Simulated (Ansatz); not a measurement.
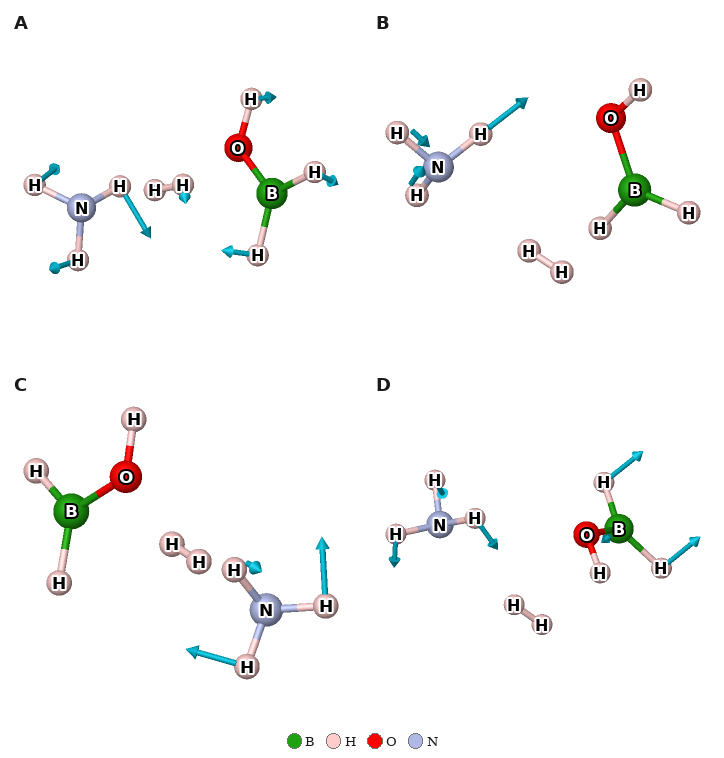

4 normal modes of one molecule or complex, as arrows. Harmonic vibrations computed with RKS PBE0-D4/def2-TZVP (Ansatz 0.2.0) at a stationary point of the same level.

Question: Match the panels to the wavenumbers 160 cm⁻¹, 1052 cm⁻¹, 1665 cm⁻¹, 3622 cm⁻¹.

Answer: A: 160 cm⁻¹
B: 3622 cm⁻¹, out-of-phase stretching of 3 N–H bonds
C: 1665 cm⁻¹, H–N–H bending
D: 1052 cm⁻¹
